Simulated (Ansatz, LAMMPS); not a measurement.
# Relaxing ionic liquid EMIM+ methanesulfonate with Li salt, from a frame at 450 K (144 atoms)

Aim: bring ionic liquid EMIM+ methanesulfonate with Li salt, from a frame at 450 K (144 atoms) to a nearby minimum of the energy and see what moves.

Program: Ansatz 0.2.0. Level of theory: Kohn-Sham DFT, LDA, PAW (set soft_2), plane waves. Results are calculated unless marked as measured.

## Step 1: Starting point

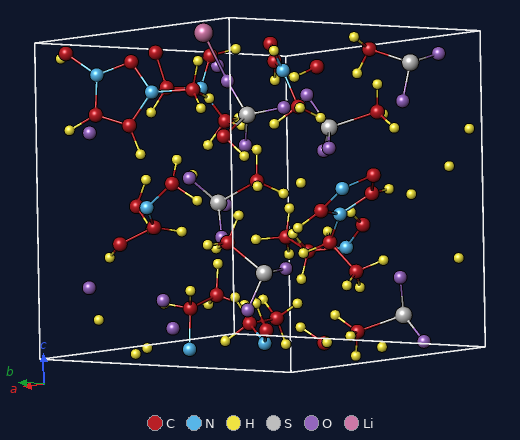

The cell as given, from a free direction (carbon red, nitrogen blue, hydrogen yellow, sulfur light grey, oxygen purple, lithium pink). Bonds to atoms that aren't drawn are left out. Some periodic images of atoms are drawn too.

The cell holds 144 atoms: 36 C, 10 N, 73 H, 6 S, 18 O and 1 Li. Its edges and angles: a = 11.449 Å, b = 11.449 Å, c = 11.449 Å, α = 90.0°, β = 90.0°, γ = 90.0°. 5 EMIM+, 6 methanesulfonate, 1 Li+ placed at random, at 1.25 g/cm³; overlaps pushed apart, then 10 ps at 700 K with Joung-Cheatham ions (J. Phys. Chem. B 112, 9020 (2008)); MMFF94 bonds, angles, torsions, charges and radii (Halgren, J. Comput. Chem. 17, 490 (1996)) in harmonic and 12-6 forms; charges of ions scaled by 0.8. Snapshot after 30 ps at 450 K and fixed volume.

Before any run, some limits are plain. The network of contacts between molecules at the start is that of the classical potential that made the cell. The functional has no dispersion term, which matters for the binding between molecules or layers, where LDA binds through overlap of densities alone. The density was typed from a rule of thumb and may lie off the real one at this temperature. Only the Γ point is sampled, in a cell whose shortest periodic width is 11 Å.

## Step 2: Making the structure

A classical potential makes the cell, at a small fraction of what the same run would cost in DFT.

This step: classical MD, Joung-Cheatham ions (J. Phys. Chem. B 112, 9020 (2008)); MMFF94 bonds, angles, torsions, charges and radii (Halgren, J. Comput. Chem. 17, 490 (1996)) in harmonic and 12-6 forms; charges of ions scaled by 0.8 (LAMMPS 22 Jul 2025 - Update 4).

in.lmp

```
# ionic liquid EMIM+ methanesulfonate with Li salt
units real
atom_style full
boundary p p p
bond_style harmonic
angle_style harmonic
dihedral_style opls
improper_style harmonic
special_bonds lj 0 0 0.5 coul 0 0 0.75
read_data data.lmp
neigh_modify delay 0 every 1 check yes one 4000
comm_modify cutoff 12.0
timestep 0.5
thermo_style custom step time temp pe press density
thermo_modify norm yes
# push overlapping molecules apart
pair_style soft 2.6
pair_coeff * * 0.0
variable a equal ramp(1,60)
fix ad all adapt 1 pair soft a * * v_a
velocity all create 700 233881 mom yes dist gaussian
fix lim all nve/limit 0.03
fix lan all langevin 700 700 50 233882 zero yes
thermo 1000
run 3000 post no
unfix ad
pair_style lj/cut/coul/long 9.0
pair_modify mix arithmetic tail yes
pair_coeff 1 1 0.0678 3.3680   # C
pair_coeff 2 2 0.0721 3.1460   # N
pair_coeff 3 3 0.0678 3.5860   # C
pair_coeff 4 4 0.0678 3.3270   # C
pair_coeff 5 5 0.0216 2.5400   # H
pair_coeff 6 6 0.2681 3.4180   # S
# [... 20 lines left out ...]
compute msd all msd com yes
thermo 7500
fix md all nvt temp 450 450 100
run 30000 post no
print "== T450: mean square displacement over the hold $(c_msd[4]:%.2f) A^2"
unfix md
uncompute msd
write_dump all custom T450.dump id type xs ys zs modify sort id
```

On the command line:

```console
> lmp -in in.lmp -log none -nocite
```

The log of the run:

```text
LAMMPS (22 Jul 2025 - Update 4)
Reading data file ...
  orthogonal box = (0 0 0) to (11.44905 11.44905 11.44905)
  144 atoms
  orthogonal box = (0 0 0) to (11.44905 11.44905 11.44905)
  137 bonds
  237 angles
  199 dihedrals
  25 impropers
WARNING: Bond/angle/dihedral extent > half of periodic box length
   Step          Time           Temp          PotEng         Press         Density
         0   0              700            0.51631758    -1027.8431      1.2540009
      1000   500            595.05623      2.5015884      26791.689      1.2540009
      2000   1000           608.23593      2.2888612      39218.764      1.2540009
      3000   1500           584.4806       2.1813861      44010.643      1.2540009
WARNING: Bond/angle/dihedral extent > half of periodic box length
Loop time of 0.290777 s on 1 MPI rank(s) for 3000 steps with 144 atoms
PPPM initialization ...
[... 34 lines left out ...]
Loop time of 5.63757 s on 1 MPI rank(s) for 10000 steps with 144 atoms
WARNING: Bond/angle/dihedral extent > half of periodic box length
   Step          Time           Temp          PotEng         Press         Density
[... 4 lines left out ...]
WARNING: Bond/angle/dihedral extent > half of periodic box length
Loop time of 2.76555 s on 1 MPI rank(s) for 5000 steps with 144 atoms
WARNING: Bond/angle/dihedral extent > half of periodic box length
   Step          Time           Temp          PotEng         Press         Density
[... 2 lines left out ...]
     30000   29000          421.27874     -1.9957652      5581.3864      1.2540009
     37500   36500          464.00182     -1.8877235      9534.6049      1.2540009
     45000   44000          419.55293     -1.8189663     -4206.2222      1.2540009
     47000   46000          474.36985     -2.1137584      8203.0206      1.2540009
WARNING: Bond/angle/dihedral extent > half of periodic box length
Loop time of 16.5044 s on 1 MPI rank(s) for 30000 steps with 144 atoms
== T450: mean square displacement over the hold 3.04 A^2
```

Elapsed: 27 s, on 1 thread of Intel Xeon Platinum 8488C (Sapphire Rapids), shared host; peak memory 0.12 GiB.

The input also reads data.lmp (atoms, bonds and types; not printed here).

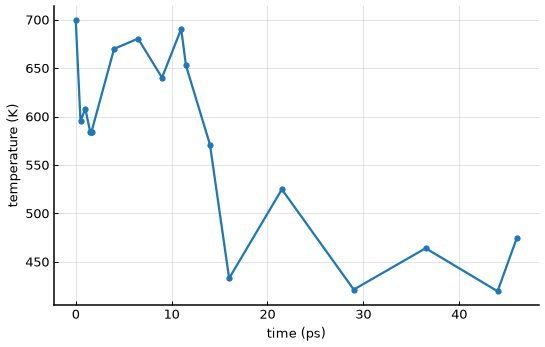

Temperature against time.

## Step 3: Single point at the start

A single point comes first, to see the forces before anything moves.

input.yaml

```yaml
crystal:
  lattice:
    - [11.44905, 0.0, 0.0]
    - [0.0, 11.44905, 0.0]
    - [0.0, 0.0, 11.44905]
  atoms:
    - { symbol: C, position: [0.83358, 0.1394, 0.40925] }
    - { symbol: C, position: [0.71025, 0.14889, 0.35399] }
    - { symbol: "N", position: [0.63369, 0.0553, 0.36375] }
    - { symbol: C, position: [0.65883, 0.93818, 0.33901] }
    - { symbol: C, position: [0.56386, 0.8752, 0.38709] }
    - { symbol: "N", position: [0.49564, 0.95555, 0.44064] }
    - { symbol: C, position: [0.38959, 0.93595, 0.50858] }
    - { symbol: C, position: [0.53803, 0.06204, 0.42696] }
    - { symbol: H, position: [0.88461, 0.22065, 0.40209] }
    - { symbol: H, position: [0.82961, 0.12758, 0.50016] }
    - { symbol: H, position: [0.8954, 0.08096, 0.36258] }
    - { symbol: H, position: [0.72645, 0.16453, 0.2661] }
    - { symbol: H, position: [0.68347, 0.2288, 0.40372] }
    - { symbol: H, position: [0.74287, 0.91507, 0.30441] }
    - { symbol: H, position: [0.53525, 0.78691, 0.37531] }
    - { symbol: H, position: [0.33115, 0.88155, 0.45285] }
    - { symbol: H, position: [0.41355, 0.89614, 0.58855] }
    - { symbol: H, position: [0.34443, 0.01741, 0.51007] }
    - { symbol: H, position: [0.50255, 0.13708, 0.46088] }
    - { symbol: C, position: [0.52135, 0.42518, 0.11486] }
    - { symbol: C, position: [0.50277, 0.54814, 0.09209] }
    - { symbol: "N", position: [0.39684, 0.57096, 0.01949] }
    - { symbol: C, position: [0.30104, 0.63873, 0.05012] }
    - { symbol: C, position: [0.23805, 0.65218, 0.95148] }
    - { symbol: "N", position: [0.28035, 0.57067, 0.87284] }
    - { symbol: C, position: [0.24138, 0.54242, 0.7572] }
    - { symbol: C, position: [0.38382, 0.52376, 0.91292] }
    - { symbol: H, position: [0.53177, 0.38216, 0.03583] }
    - { symbol: H, position: [0.5931, 0.42241, 0.18038] }
    - { symbol: H, position: [0.44744, 0.39859, 0.15701] }
    - { symbol: H, position: [0.5686, 0.59465, 0.03928] }
    - { symbol: H, position: [0.50455, 0.6027, 0.1729] }
    [... 106 atom lines left out ...]
    - { symbol: O, position: [0.65825, 0.65789, 0.55962] }
    - { symbol: O, position: [0.72276, 0.46629, 0.48873] }
    - { symbol: H, position: [0.499, 0.51022, 0.64326] }
    - { symbol: H, position: [0.47459, 0.42587, 0.50568] }
    - { symbol: H, position: [0.42746, 0.56554, 0.51882] }
    - { symbol: Li, position: [0.17409, 0.96724, 0.96741] }
kpoints:
  mp_grid: { grid: [1, 1, 1] }
hamiltonian:
  xc: lda
scf:
  occupations: { method: fixed }
output:
  forces: true
  stress: true
  populations: true
  dos:
    method: { smearing: { sigma: 0.1 } }
    de: 0.1
    projected: { site_lists: { C: [C], H: [H], Li: [Li], "N": ["N"], O: [O] } }
  eigenvalues: true
```

On the command line:

```console
> ansatz run input.yaml --threads 4 --pin off --max-ram 8192MiB --backend cpu --events-out ev --progress --plain --runs-dir out
```

The log of the run:

```text
Engine: ansatz 0.2.0, x86_64-unknown-linux-gnu
Pseudopotentials: kind: paw
Pseudopotential: C, paw, valence charge 4, recommended cutoff 420 eV (normal), C.paw.azcp
Pseudopotential: N, paw, valence charge 5, recommended cutoff 420 eV (normal), N.paw.azcp
Pseudopotential: H, paw, valence charge 1, recommended cutoff 420 eV (normal), H.paw.azcp
Pseudopotential: S, paw, valence charge 6, recommended cutoff 420 eV (normal), S.paw.azcp
Pseudopotential: O, paw, valence charge 6, recommended cutoff 420 eV (normal), O.paw.azcp
Pseudopotential: Li, paw, valence charge 3, recommended cutoff 420 eV (normal), Li.paw.azcp
[... 3 lines on functional and potentials left out ...]
Crystal: 144 atoms, lattice volume = 1500.750 Å³
Basis set: ecut = 420 eV, 29423 PW (Γ)
Bands: 351, of which v1, the nominal top of the filled ones, is band 207 counted from 1 (206 counted from 0)
Symmetry: 1 space group operations
Space group: P1 (ITA 1), of the structure as read, at distance tolerance 1.1e-4 Å
k-points: 1
[... 17 lines on functional and potentials left out ...]
Initial density: superposition of atomic densities (neutral atoms: chi_scale 0, normalization atom), corrected by the library's trained network
Initial wavefunctions: pseudopotential atomic-orbital guess
Functional: x = slater, c = lda
SCF iter   1: F=—  HF=-29034.286973 eV  |F-HF|=—  |Δ(HF+E_count)|=         —  Δρ=1.09e-2  dr2=1.37e0  ethr=1.77e-3  ⟨swp⟩=4.0  Hψ=1321  notcnv=0  defer=141
preconditioner: auto → Resta (q_TF=auto, 2.201 Å⁻¹)  ε∞=2.6  [insulator: Δε(μ)=3.107 eV  Ē_g=15.219 eV  n_scr=256 (ndim 8)  ℏωp=19.0 eV  f_vac=0.208  ε∞_Penn≈2.6]
SCF iter   2: F=—  HF=-29033.881958 eV  |F-HF|=—  |Δ(HF+E_count)|=   4.05e-1  Δρ=4.59e-3  dr2=2.41e-1  ethr=3.30e-4  ⟨swp⟩=3.0  Hψ=613  notcnv=0  defer=142
SCF iter   3: F=—  HF=-29033.805705 eV  |F-HF|=—  |Δ(HF+E_count)|=   7.63e-2  Δρ=1.98e-3  dr2=6.18e-2  ethr=5.82e-5  ⟨swp⟩=2.0  Hψ=412  notcnv=0  defer=142
SCF iter   4: F=—  HF=-29033.786646 eV  |F-HF|=—  |Δ(HF+E_count)|=   1.91e-2  Δρ=4.48e-4  dr2=4.45e-3  ethr=1.49e-5  ⟨swp⟩=2.0  Hψ=364  notcnv=0  defer=142
SCF iter   5: F=—  HF=-29033.786210 eV  |F-HF|=—  |Δ(HF+E_count)|=   4.35e-4  Δρ=3.06e-4  dr2=1.45e-3  ethr=1.08e-6  ⟨swp⟩=2.0  Hψ=588  notcnv=0  defer=142
SCF iter   6: F=—  HF=-29033.786023 eV  |F-HF|=—  |Δ(HF+E_count)|=   1.87e-4  Δρ=1.23e-4  dr2=2.27e-4  ethr=3.50e-7  ⟨swp⟩=2.0  Hψ=416  notcnv=0  defer=141
SCF iter   7: F=—  HF=-29033.785991 eV  |F-HF|=—  |Δ(HF+E_count)|=   3.17e-5  Δρ=3.89e-5  dr2=2.47e-5  ethr=5.47e-8  ⟨swp⟩=2.0  Hψ=416  notcnv=0  defer=140
SCF iter   8: F=—  HF=-29033.786141 eV  |F-HF|=—  |Δ(HF+E_count)|=   1.50e-4  Δρ=1.43e-5  dr2=3.23e-6  ethr=5.98e-9  ⟨swp⟩=2.0  Hψ=416  notcnv=0  defer=137
SCF iter   9: F=—  HF=-29033.786143 eV  |F-HF|=—  |Δ(HF+E_count)|=   1.52e-6  Δρ=7.24e-6  dr2=8.16e-7  ethr=7.79e-10  ⟨swp⟩=2.0  Hψ=417  notcnv=0  defer=137
SCF iter  10: F=—  HF=-29033.786143 eV  |F-HF|=—  |Δ(HF+E_count)|=   1.84e-7  Δρ=2.66e-6  dr2=1.11e-7  ethr=1.97e-10  ⟨swp⟩=2.0  Hψ=415  notcnv=0  defer=137
SCF iter  11: F=-29033.786143 eV  HF=-29033.786143 eV  |F-HF|=8.54e-9  |Δ(HF+E_count)|=   2.82e-8  Δρ=9.33e-7  dr2=1.43e-8  ethr=2.42e-11  ⟨swp⟩=18.0  Hψ=2422  notcnv=0
SCF 1 converged in 11 iterations: F = -29033.786143 eV  dr2 = 1.43e-8
  greatest PAW one-centre occupation: 1.000 electrons in one spin orbital (limit 2), on the Li atom at site 143 (counted from 0), in its partial waves of l = 0
SCF converged after 11 iterations
Free energy (F): -29033.786143 eV
Harris-Foulkes:  -29033.786143 eV  (|F-HF|=8.54e-9)
Internal energy: -29033.786143 eV  (E = F + TS)
E sigma→0 (E₀):  -29033.786143 eV
Fermi energy:    0.237852 eV
--- Per-component energies (eV) ---
  E_band       = -3268.827199
  E_kinetic    = 9505.265445
  E_local      = -30422.182384  (includes V_loc(G=0)·N_el)
  E_nonlocal   = 2655.430314
  E_hartree    = 11090.012032
  E_xc         = -4824.103878
  E_vxc        = -5924.199095  (∫ρ·V_xc dr)
  E_paw        = -10631.769730  (= ΣΔE_a)
  E_vpaw       = -1263.117417  (= ΣTr[D̂ρ^β])
  E_aug_tail   = -0.049446  (compensation charges beyond the density's cutoff)
  E_ewald      = -6412.114677
  E_core_change = 5.726182  (= ΣΔE_core)
  E_smearing   = -0.000000  (= −TS)
  E_closure    = 0.000000  (closes the sum)
  Σ components = -29033.786143   (vs F -29033.786143, Δ=0.00e0)
--- Forces (eV/Å), atoms counted from 1 ---
  atom   1  C      0.39723897    -0.27991613    -1.99596279
  atom   2  C      2.53973196     1.95506651     2.20065559
  atom   3  N      0.48499335    -2.06636997     0.98285506
  atom   4  C     -2.42582253     0.28344476     1.48120744
  atom   5  C      1.94921926     1.79747723    -0.97106069
  atom   6  N     -0.76296436     0.41053205     0.45963512
  atom   7  C      0.33181187    -0.76422173    -2.99080963
  atom   8  C      0.45056291    -2.26381338    -0.94446503
  atom   9  H     -0.60239184     0.55860888    -0.25502770
  atom  10  H     -0.10343478    -0.78750278     1.73081070
  atom  11  H     -0.50088578    -0.56002571     0.39346574
  atom  12  H      0.07710792     0.83065823    -2.35180826
  atom  13  H     -0.90614091    -0.43182916    -0.74592563
  atom  14  H      0.40887593    -0.39270623    -0.52345904
[...]
atom 143  H      0.69476717     0.36064492    -0.06175544
  atom 144  Li    -0.35962242    -0.03334665     0.07523776
  max |Σ_I F_I| component: 2.56e-4 eV/Å
--- Stress (GPa, compression-positive) ---
        1.046730       0.276658       0.637660
        0.276658       1.765030       0.756636
        0.637660       0.756636       0.971015
  P = ⅓ Tr σ = 1.2609 GPa (12.609 kbar)
--- Band table (eV) ---
  k-point 0: bands = ["-41.5823", "-22.2544", "-22.2093", "-22.1787", [... 335 levels ...], "10.8121", "10.8551", "10.8822", "10.9524", "10.9716", "10.9980", "11.0850", "11.1152", "11.1408", "11.2056", "11.2566", "11.3430"]
--- Löwdin populations: 144 sites ---
  site symbol       q [e]
     0      C      4.5073
     1      C      4.2133
     2      N      4.9308
[...]
143     Li      2.2681
  spilling = 0.016607 (of n_electrons = 414.000000)
```

Run time: 11 s. Hardware: 4 threads of Intel Xeon Platinum 8488C (Sapphire Rapids), shared host; peak memory 1.8 GiB; 42 s of CPU time.

In the SCF lines HF is the Harris–Foulkes energy and dr2 the Hartree energy of the density residual, in eV; the loop may stop once dr2 is under the threshold and the program's other checks hold. Hψ counts applications of the Hamiltonian.

Read from the output:

```
free energy                                      : -29033.7861 eV
free energy per atom                             : -201.6235 eV/atom
SCF cycles                                       : 11
pressure                                         : 1.261 GPa
r.m.s. force component                           : 1.093 eV/Å
longest force                                    : 4.582 eV/Å
Fermi energy                                     : 0.2379 eV
gap (highest filled to lowest empty level) : 2.822 eV
spilling of the projection                       : 0.01661
```

The r.m.s. force component of 1.1 eV/Å and the pressure of 1.3 GPa set the starting point.

Neighbours are counted within 1.34 Å (H-C), 1.85 Å (C-C), 1.79 Å (C-N), 2.21 Å (C-S), 1.88 Å (O-S), 2.38 Å (O-Li).

Length of the force by element and coordination:

```csv
element,coordination,atoms,mean length of the force (eV/Å),spread,least,most
C,all,36,2.19,0.780,0.805,3.89
C,3,15,2.37,0.813,1.07,3.72
C,4,21,2.06,0.729,0.805,3.89
H,all,73,1.20,0.669,0.161,3.29
Li,all,1,0.369,0,0.369,0.369
N,all,10,2.05,0.968,0.904,3.89
O,all,18,1.77,0.833,0.608,3.04
O,1,14,1.75,0.830,0.714,3.04
O,2,4,1.83,0.841,0.608,2.89
S,all,6,3.13,0.811,2.22,4.58
```

(Continued in part 2 of 3.)

[Logs are printed without paths, hosts, clocks, repeated set-up lines and the standing remarks that a program may print on its own settings, such as how far it seeks lower states.]

[Hosts, paths, dates, database ids (printed as entryN), source tags and the programs' standing remarks are cut or masked in the printed files.]

[The MMFF94 radii named for the starting cell were scaled by 0.96; in molecules described by MMFF94, hydrogen bound to N, O or S took a small fixed 12-6 site in their place.]
